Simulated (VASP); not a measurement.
# TiSi2 (Zhiqinite) with PBE: from relaxation to properties

What structure does TiSi2 (Zhiqinite) take at this level, and what are its properties? The steps: relaxing cell and atoms (PBE), second relaxation, density, ELF and potential (PBE), band structure (PBE), density of states (PBE) and field gradients at the nuclei (PBE). The start is a cell from a database of measured crystal structures.

Method: PBE; plane waves and PAW (Ti_sv, Si), in VASP 6.6.1.

The database entry behind the starting cell is an old determination (1939), so it need not match the best structure at ambient conditions.

### Step 1. Set-up

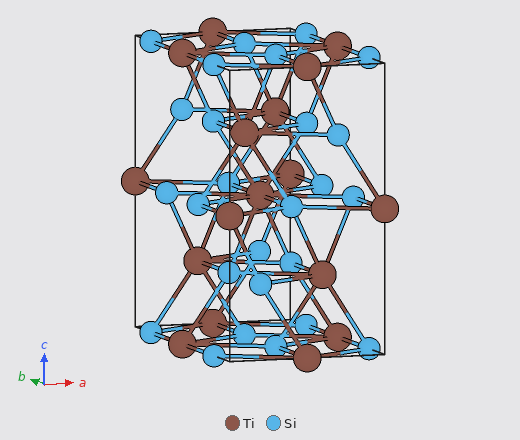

The cell as given, slightly off an axis (titanium brown, silicon blue). This picture shows the conventional cell, with its axes. Some periodic images of atoms are drawn too.

### Step 2. Relaxing cell and atoms (PBE)

Properties are meant for the cell that this level of theory prefers, so cell and atoms are relaxed first (ISIF = 3) until forces and stress are small; EDIFFG sets the threshold. PBE, the usual starting point, adds the gradient of the density.

Input file INCAR:

```
SYSTEM = TiSi2
PREC = Accurate
ENCUT = 400
EDIFF = 1E-06
NELM = 100
ISMEAR = 0
SIGMA = 0.05
LREAL = .FALSE.
ALGO = Normal
GGA = PE
NBANDS = 26
LASPH = .TRUE.
LORBIT = 11
LWAVE = .FALSE.
LCHARG = .FALSE.
KPAR = 4
IBRION = 2
NSW = 60
ISIF = 3
EDIFFG = -0.01
```

Input file POSCAR:

```
TiSi2
1.0
    0.0000000000      4.1180000000      4.2615000000
    2.3865000000      0.0000000000      4.2615000000
    2.3865000000      4.1180000000      0.0000000000
Ti Si
2 4
Direct
    0.7500000000      0.7500000000      0.7500000000
    0.5000000000      0.5000000000      0.5000000000
    0.0830000000      0.4170000000      0.0830000000
    0.4170000000      0.0830000000      0.4170000000
    0.1670000000      0.8330000000      0.1670000000
    0.8330000000      0.1670000000      0.8330000000
```

Input file KPOINTS:

```
Automatic mesh
0
Gamma
7 7 7
0 0 0
```

The projector-augmented-wave data sets are Ti_sv and Si (PBE family, release 64).

The run is started by

```
> mpirun -np 4 vasp_std
```

Output:

```text
[banner, memory and clock lines left out]
running    4 mpi-ranks, on    1 nodes
 distrk:  each k-point on    1 cores,    4 groups
 distr:  one band on    1 cores,    1 groups

 POSCAR found type information on POSCAR TiSi
 POSCAR found :  2 types and       6 ions
 LDA part: xc-table for (Slater+PW92), standard interpolation
 POSCAR, INCAR and KPOINTS ok, starting setup
 FFT: planning ... GRIDC
 FFT: planning ... GRID_SOFT
 FFT: planning ... GRID
 WAVECAR not read
 entering main loop
       N       E                     dE             d eps       ncg     rms          rms(c)
DAV:   1     0.345359182137E+03    0.34536E+03   -0.16580E+04  3328   0.137E+03
DAV:   2     0.946925337098E+00   -0.34441E+03   -0.33820E+03  3332   0.417E+02
DAV:   3    -0.411524642887E+02   -0.42099E+02   -0.41515E+02  5916   0.121E+02
DAV:   4    -0.440204419822E+02   -0.28680E+01   -0.28588E+01  4504   0.295E+01
DAV:   5    -0.442086678651E+02   -0.18823E+00   -0.18818E+00  5332   0.661E+00    0.187E+01
DAV:   6    -0.413018098426E+02    0.29069E+01   -0.38643E+01  4772   0.446E+01    0.691E+00
DAV:   7    -0.407303966213E+02    0.57141E+00   -0.76593E+00  4498   0.199E+01    0.510E+00
DAV:   8    -0.406657674944E+02    0.64629E-01   -0.77298E-01  4722   0.696E+00    0.109E+00
DAV:   9    -0.406566270028E+02    0.91405E-02   -0.13263E-01  4734   0.300E+00    0.496E-01
DAV:  10    -0.406571789254E+02   -0.55192E-03   -0.43402E-03  4390   0.519E-01    0.179E-01
DAV:  11    -0.406571485589E+02    0.30366E-04   -0.26916E-03  5316   0.381E-01    0.118E-01
DAV:  12    -0.406571043219E+02    0.44237E-04   -0.67648E-04  4812   0.198E-01    0.150E-02
DAV:  13    -0.406571012305E+02    0.30914E-05   -0.37611E-05  4630   0.535E-02    0.127E-02
DAV:  14    -0.406571001856E+02    0.10450E-05   -0.21069E-06  3548   0.122E-02    0.264E-03
DAV:  15    -0.406570999813E+02    0.20432E-06   -0.67436E-07  2544   0.617E-03
   1 F= -.40657100E+02 E0= -.40655511E+02  d E =-.406571E+02
 curvature:   0.00 expect dE= 0.000E+00 dE for cont linesearch  0.000E+00
 trial: gam= 0.00000 g(F)=  0.829E-02 g(S)=  0.308E-01 ort = 0.000E+00 (trialstep = 0.100E+01)
 search vector abs. value=  0.391E-01
 bond charge predicted
       N       E                     dE             d eps       ncg     rms          rms(c)
DAV:   1    -0.409078220391E+02   -0.25072E+00   -0.59328E+00  5206   0.270E+01    0.454E+00
DAV:   2    -0.407383608788E+02    0.16946E+00   -0.29900E+00  4992   0.140E+01    0.150E+00
DAV:   3    -0.406645631880E+02    0.73798E-01   -0.55471E-01  4630   0.476E+00    0.626E-01
DAV:   4    -0.406619251654E+02    0.26380E-02   -0.48199E-02  5790   0.147E+00    0.219E-01
DAV:   5    -0.406643872804E+02   -0.24621E-02   -0.62065E-03  4508   0.399E-01    0.160E-01
DAV:   6    -0.406658989961E+02   -0.15117E-02   -0.42377E-03  5118   0.265E-01    0.572E-02
DAV:   7    -0.406659740348E+02   -0.75039E-04   -0.37030E-04  4852   0.971E-02    0.972E-03
DAV:   8    -0.406659736736E+02    0.36115E-06   -0.26484E-05  4698   0.296E-02    0.100E-02
DAV:   9    -0.406659724611E+02    0.12126E-05   -0.31729E-06  3880   0.130E-02    0.476E-03
DAV:  10    -0.406659725272E+02   -0.66112E-07   -0.59524E-07  2224   0.763E-03
   2 F= -.40665973E+02 E0= -.40664217E+02  d E =-.887255E-02
[...]
3 F= -.40669605E+02 E0= -.40667877E+02  d E =-.125052E-01
[...]
4 F= -.40675131E+02 E0= -.40673354E+02  d E =-.552618E-02
[...]
5 F= -.40677818E+02 E0= -.40676042E+02  d E =-.821242E-02
[...]
6 F= -.40679502E+02 E0= -.40677893E+02  d E =-.168425E-02
 trial-energy change:   -0.001684  1 .order   -0.001647   -0.003946    0.000651
 step:   1.0233(harm=  1.0165)  dis= 0.00636  next Energy=   -40.679546 (dE=-0.173E-02)
 bond charge predicted
       N       E                     dE             d eps       ncg     rms          rms(c)
DAV:   1    -0.406796303650E+02   -0.12863E-03   -0.58813E-03  3670   0.719E-01    0.677E-02
DAV:   2    -0.406795767977E+02    0.53567E-04   -0.39764E-04  3740   0.169E-01    0.364E-02
DAV:   3    -0.406795483757E+02    0.28422E-04   -0.78044E-05  4614   0.806E-02    0.819E-03
DAV:   4    -0.406795479273E+02    0.44848E-06   -0.13860E-05  4218   0.306E-02    0.237E-03
DAV:   5    -0.406795477315E+02    0.19577E-06   -0.64945E-07  2404   0.723E-03
   7 F= -.40679548E+02 E0= -.40677930E+02  d E =-.173016E-02
 curvature:  -0.81 expect dE=-0.168E-04 dE for cont linesearch -0.187E-07
 trial: gam=-0.02890 g(F)=  0.479E-05 g(S)=  0.159E-04 ort =-0.111E-04 (trialstep = 0.115E+01)
 search vector abs. value=  0.258E-04
 reached required accuracy - stopping structural energy minimisation
```

The job ended after 4 min (4 MPI ranks of AMD EPYC 7571, shared host; peak memory 0.94 GiB; 16 min of CPU time).

The logs omit lines about the potential files and the build; timing stands in the text.

OUTCAR, selected parts (step 2):

```text
ion  position               nearest neighbor table
   1  0.750  0.750  0.750-   6 2.54   5 2.54   6 2.54   5 2.54   3 2.74   4 2.74   4 2.75   4 2.75
                             3 2.75   3 2.75
   2  0.500  0.500  0.500-   3 2.54   4 2.54   3 2.54   4 2.54   5 2.74   6 2.74   5 2.75   5 2.75
                             6 2.75   6 2.75
   3  0.083  0.417  0.083-   2 2.54   2 2.54   5 2.54   5 2.54   1 2.74   4 2.75   4 2.75   4 2.75
                             1 2.75   1 2.75
   4  0.417  0.083  0.417-   2 2.54   2 2.54   6 2.54   6 2.54   1 2.74   3 2.75   3 2.75   3 2.75
                             1 2.75   1 2.75
   5  0.167  0.833  0.167-   1 2.54   1 2.54   3 2.54   3 2.54   2 2.74   6 2.75   6 2.75   6 2.75
                             2 2.75   2 2.75
   6  0.833  0.167  0.833-   1 2.54   1 2.54   4 2.54   4 2.54   2 2.74   5 2.75   5 2.75   5 2.75
                             2 2.75   2 2.75

  LATTYP: Found a face centered orthorhombic cell.
 ALAT       =     4.7730000000
 B/A-ratio  =     1.7255394930
 C/A-ratio  =     1.7856693903

 Subroutine GETGRP returns: Found  8 space group operations
 (whereof  4 operations were pure point group operations)

The static configuration has the point symmetry D_2 .
 The point group associated with its full space group is D_2h.

 Found     64 irreducible k-points:

   k-points           NKPTS =     64   k-points in BZ     NKDIM =     64   number of bands    NBANDS=     26

   dimension x,y,z NGX =    40 NGY =   32 NGZ =   32
   dimension x,y,z NGXF=    80 NGYF=   64 NGZF=   64

   ENCUT  =  400.0 eV  29.40 Ry    5.42 a.u.   9.66  7.96  7.76*2*pi/ulx,y,z

   NELECT =      40.0000    total number of electrons

 k-points in reciprocal lattice and weights: Automatic mesh
   0.00000000  0.00000000  0.00000000       0.003
   0.14285714 -0.00000000  0.00000000       0.023
   0.28571429 -0.00000000  0.00000000       0.023
   0.42857143 -0.00000000  0.00000000       0.023
   0.14285714  0.14285714  0.00000000       0.006
   0.28571429  0.14285714  0.00000000       0.023
   0.42857143  0.14285714 -0.00000000       0.023
  -0.42857143  0.14285714  0.00000000       0.023
  -0.28571429  0.14285714 -0.00000000       0.023
[...]
0.00000000  0.42857143  0.42857143       0.006
  -0.14285714  0.42857143  0.42857143       0.012

 average (electrostatic) potential at core
       1 -70.2596       2 -70.2596       3 -79.2042       4 -79.2042       5 -79.2042
       6 -79.2042

 E-fermi :  10.0521

 k-point     1 :       0.0000    0.0000    0.0000
  band No.  band energies     occupation
    ...
     17       7.7993      2.00000
     18       7.9971      2.00000
     19       8.2771      2.00000
     20       8.7262      2.00000
     21       9.1584      2.00000
     22      12.0936      0.00000
     23      13.1191      0.00000
     24      13.3307      0.00000
     25      13.4487      0.00000
     26      13.4760      0.00000

 k-point     2 :       0.1429   -0.0000    0.0000
  band No.  band energies     occupation
    ...
     17       7.9012      2.00000
     18       8.0147      2.00000
     19       8.7976      2.00000
     20       8.8877      2.00000
     21       9.1414      2.00000
     22      11.8926      0.00000
     23      12.9603      0.00000
     24      13.0262      0.00000
     25      13.2082      0.00000
     26      13.3516      0.00000

 k-point     3 :       0.2857   -0.0000    0.0000
  band No.  band energies     occupation
    ...
     17       8.3166      2.00000
     18       8.7462      2.00000
     19       8.9835      2.00000
     20       9.3170      2.00000
     21       9.9093      1.99995
     22      11.3805      0.00000
     23      12.5329      0.00000
     24      12.6313      0.00000
     25      12.8277      0.00000
     26      12.8645      0.00000

  Total       -0.0228283      0.0378367      0.0044464      0.0000000      0.0000000      0.0000000
  in kB       -0.4312458      0.7147671      0.0839966      0.0000000      0.0000000      0.0000000
  external PRESSURE =       0.1225060 kB  Pullay stress =       0.0000000 kB

  energy-cutoff  :      400.00
  volume of cell :       84.81
      direct lattice vectors                 reciprocal lattice vectors
     0.000000000  4.119278128  4.285203783    -0.208129268  0.121380491  0.116680565
     2.402353132  0.000000000  4.285203783     0.208129268 -0.121380491  0.116680565
     2.402353132  4.119278128  0.000000000     0.208129268  0.121380491 -0.116680565

 POSITION                                       TOTAL-FORCE (eV/Angst)
 -----------------------------------------------------------------------------------
      3.60353      6.17892      6.42781        -0.000000      0.000000     -0.000000
      2.40235      4.11928      4.28520         0.000000      0.000000      0.000000
      1.20118      0.71877      2.14260         0.000000     -0.004984     -0.000000
      1.20118      3.40051      2.14260         0.000000      0.004984     -0.000000
      2.40235      1.34087      4.28520         0.000000      0.004984      0.000000
      2.40235      6.89768      4.28520         0.000000     -0.004984      0.000000
 -----------------------------------------------------------------------------------
    total drift:                               -0.000000     -0.000000      0.000000

  FREE ENERGIE OF THE ION-ELECTRON SYSTEM (eV)
  ---------------------------------------------------
  free  energy   TOTEN  =       -40.6795477315 eV

  energy  without entropy=      -40.6763124759  energy(sigma->0) =      -40.67793010

 reached required accuracy - stopping structural energy minimisation

 total charge
# of ion       s       p       d       tot
------------------------------------------
    1        2.170   6.162   2.050  10.382
    2        2.170   6.162   2.050  10.382
    3        0.769   0.857   0.000   1.626
    4        0.769   0.857   0.000   1.626
    5        0.769   0.857   0.000   1.626
    6        0.769   0.857   0.000   1.626
--------------------------------------------------
tot          7.418  15.750   4.100  27.268

[... 3 further parts left out ...]
```

The run keeps the 8 symmetry operations of its start, so it cannot find a distortion of lower symmetry.

Relaxation path:

```csv
step,energy less that of the first step (eV),largest force (eV/Å),pressure (GPa),volume (Å³)
1,0.0000,0.2072,1.95,83.76
2,-0.0089,0.1487,-1.75,85.84
3,-0.0125,0.1690,-0.49,85.10
4,-0.0180,0.1107,-0.27,84.97
5,-0.0207,0.0280,0.07,84.80
6,-0.0224,0.0105,0.00,84.81
7,-0.0224,0.0050,0.01,84.81
```

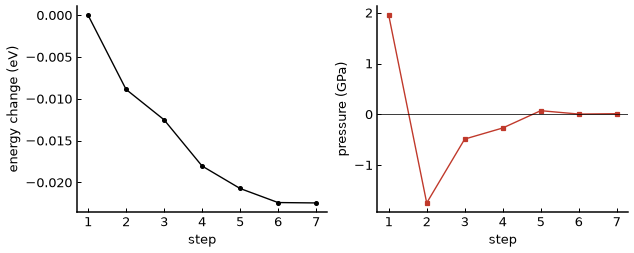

Energy and pressure along the relaxation.

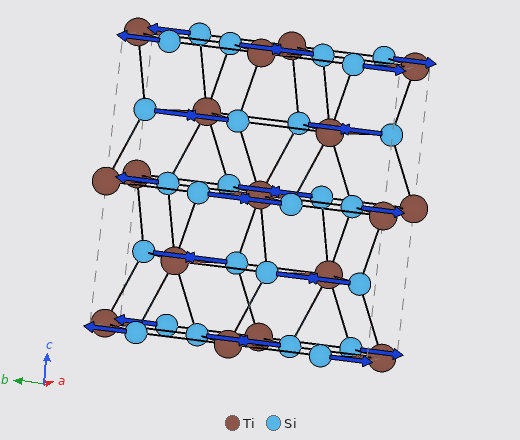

Displacements in the relaxation, exaggerated, measured against the changing cell; the longest in the cell stands for 0.03 Å. Some periodic images of atoms are drawn too.

```
conventional cell, symmetrised  before  after  change
                         a (Å)   4.773  4.805  +0.7 %
                         b (Å)   8.236  8.239  +0.0 %
                         c (Å)   8.523  8.570  +0.6 %
              volume (Å³/atom)   13.96  14.14  +1.3 %
```

The atoms that moved most (Å, as changes of fractional coordinates times the final cell):

```csv
atom,dx,dy,dz,length
Si6,0.000,0.035,0.000,0.035
Si5,0.000,-0.035,0.000,0.035
Si3,0.000,0.035,0.000,0.035
Si4,0.000,-0.035,0.000,0.035
```

Final coordinates:

```
Ti Si
1.0
     0.00000    4.11928    4.28520
     2.40235    0.00000    4.28520
     2.40235    4.11928    0.00000
Ti Si
2 4
Cartesian
  3.6035 6.1789 6.4278
  2.4024 4.1193 4.2852
  1.2012 0.7188 2.1426
  1.2012 3.4005 2.1426
  2.4024 1.3409 4.2852
  2.4024 6.8977 4.2852
```

Numbers from this step:

| Property | Result |
| --- | --- |
| electrons | 40 |
| bands | 26 |
| irreducible k-points | 64 |
| symmetry operations | 8 |
| free energy (TOTEN) | -40.68 eV |
| energy at zero smearing | -40.68 eV |
| Fermi energy | 10.05 eV |
| pressure | 0.01225 GPa |
| metallic | yes |
| SCF cycles over all ionic steps | 60 |

It ends with a largest force of 0.005 eV/Å and a pressure of 0.01 GPa. The volume lies +1.3 % from that of the database's start.

### Step 3. Second relaxation

The basis stayed that of the start cell while the cell moved. A rerun from the cell reached resets it; the error of the finite cutoff stays.

INCAR is that of step 2.

Input file POSCAR:

```
TiSi2
1.0
    0.0000000000      4.1192781278      4.2852037828
    2.4023531321      0.0000000000      4.2852037828
    2.4023531321      4.1192781278      0.0000000000
Ti Si
2 4
Direct
    0.7500000000      0.7500000000      0.7500000000
    0.5000000000      0.5000000000      0.5000000000
    0.0872441169      0.4127558831      0.0872441169
    0.4127558831      0.0872441169      0.4127558831
    0.1627558831      0.8372441169      0.1627558831
    0.8372441169      0.1627558831      0.8372441169
```

KPOINTS is that of step 2.

The run is started by

```
> mpirun -np 4 vasp_std
```

Output:

```text
[... set-up lines as in an earlier step ...]
 entering main loop
       N       E                     dE             d eps       ncg     rms          rms(c)
DAV:   1     0.343337773750E+03    0.34334E+03   -0.16562E+04  3336   0.136E+03
DAV:   2     0.395216944166E+00   -0.34294E+03   -0.33697E+03  3336   0.416E+02
DAV:   3    -0.413174115065E+02   -0.41713E+02   -0.40989E+02  5882   0.121E+02
DAV:   4    -0.441861548059E+02   -0.28687E+01   -0.28588E+01  4536   0.295E+01
DAV:   5    -0.443754856534E+02   -0.18933E+00   -0.18929E+00  5288   0.667E+00    0.183E+01
DAV:   6    -0.413971561840E+02    0.29783E+01   -0.41649E+01  4776   0.453E+01    0.706E+00
DAV:   7    -0.407575896604E+02    0.63957E+00   -0.86034E+00  4516   0.207E+01    0.499E+00
DAV:   8    -0.406947001706E+02    0.62889E-01   -0.88587E-01  4682   0.734E+00    0.123E+00
DAV:   9    -0.406814489775E+02    0.13251E-01   -0.16855E-01  4774   0.332E+00    0.497E-01
DAV:  10    -0.406819896493E+02   -0.54067E-03   -0.47359E-03  4358   0.548E-01    0.194E-01
DAV:  11    -0.406819070798E+02    0.82569E-04   -0.35222E-03  5270   0.431E-01    0.123E-01
DAV:  12    -0.406818521775E+02    0.54902E-04   -0.78811E-04  4860   0.210E-01    0.147E-02
DAV:  13    -0.406818495707E+02    0.26068E-05   -0.31759E-05  4588   0.498E-02    0.133E-02
DAV:  14    -0.406818485853E+02    0.98538E-06   -0.17878E-06  3494   0.116E-02
   1 F= -.40681849E+02 E0= -.40680231E+02  d E =-.406818E+02
 curvature:   0.00 expect dE= 0.000E+00 dE for cont linesearch  0.000E+00
 trial: gam= 0.00000 g(F)=  0.531E-05 g(S)=  0.264E-04 ort = 0.000E+00 (trialstep = 0.100E+01)
 search vector abs. value=  0.317E-04
 reached required accuracy - stopping structural energy minimisation
```

Elapsed: 57 s, on 4 MPI ranks; peak memory 0.86 GiB; 3.7 min of CPU time.

Parts of OUTCAR (step 3):

```text
  LATTYP: Found a face centered orthorhombic cell.
 ALAT       =     4.8047062642
 B/A-ratio  =     1.7146846868
 C/A-ratio  =     1.7837526572

 Found     64 irreducible k-points:

   ENCUT  =  400.0 eV  29.40 Ry    5.42 a.u.   9.69  8.01  7.78*2*pi/ulx,y,z

   NELECT =      40.0000    total number of electrons

 E-fermi :  10.0518

 k-point     1 :       0.0000    0.0000    0.0000
  band No.  band energies     occupation
    ...
     17       7.7990      2.00000
     18       7.9971      2.00000
     19       8.2770      2.00000
     20       8.7260      2.00000
     21       9.1580      2.00000
     22      12.0930      0.00000
     23      13.1188      0.00000
     24      13.3305      0.00000
     25      13.4673      0.00000
     26      13.6502      0.00000

 k-point     2 :       0.1429   -0.0000    0.0000
  band No.  band energies     occupation
    ...
     17       7.9010      2.00000
     18       8.0146      2.00000
     19       8.7974      2.00000
     20       8.8875      2.00000
     21       9.1410      2.00000
     22      11.8921      0.00000
     23      12.9599      0.00000
     24      13.0259      0.00000
     25      13.2080      0.00000
     26      13.3799      0.00000

  Total       -0.0037253      0.0526894      0.0222091      0.0000000      0.0000000      0.0000000
  in kB       -0.0703749      0.9953458      0.4195488      0.0000000      0.0000000      0.0000000
  external PRESSURE =       0.4481732 kB  Pullay stress =       0.0000000 kB

 POSITION                                       TOTAL-FORCE (eV/Angst)
 -----------------------------------------------------------------------------------
      3.60353      6.17892      6.42781         0.000000      0.000000     -0.000000
      2.40235      4.11928      4.28520        -0.000000      0.000000     -0.000000
      1.20118      0.71877      2.14260         0.000000     -0.005245      0.000000
      1.20118      3.40051      2.14260         0.000000      0.005245      0.000000
      2.40235      1.34087      4.28520         0.000000      0.005245     -0.000000
      2.40235      6.89768      4.28520         0.000000     -0.005245     -0.000000
 -----------------------------------------------------------------------------------
    total drift:                               -0.000000     -0.000000      0.000000

  FREE ENERGIE OF THE ION-ELECTRON SYSTEM (eV)
  ---------------------------------------------------
  free  energy   TOTEN  =       -40.6818485853 eV

  energy  without entropy=      -40.6786127843  energy(sigma->0) =      -40.68023068

 total charge
# of ion       s       p       d       tot
------------------------------------------
    1        2.170   6.162   2.050  10.382
    2        2.170   6.162   2.050  10.382
    3        0.769   0.856   0.000   1.626
    4        0.769   0.856   0.000   1.626
    5        0.769   0.856   0.000   1.626
    6        0.769   0.856   0.000   1.626
--------------------------------------------------
tot          7.418  15.750   4.101  27.268

[... 6 parts as in an earlier step ...]

[... 7 further parts left out ...]
```

Little changed from the start: no atom moved by 0.005 Å and no cell edge by 0.1 %.

Numbers from this step:

| Property | Result |
| --- | --- |
| pressure | 0.04482 GPa |
| SCF cycles over all ionic steps | 14 |

It ends with a largest force of 0.005 eV/Å and a pressure of 0.04 GPa. The volume moved by under 0.01 %: the run met its threshold at the first step.

[end of part 1 of 3]

[Lines on the potential files, build, host, timing and source positions are cut from VASP's logs without a mark.]

[Logs are printed without paths, hosts, clocks, repeated set-up lines and the standing remarks that a program may print on its own settings, such as how far it seeks lower states.]

[Hosts, paths, dates, database ids (printed as entryN), source tags and the programs' standing remarks are cut or masked in the printed files.]

[A measured line is paired with the nearest computed mode of its activity, which favours agreement.]
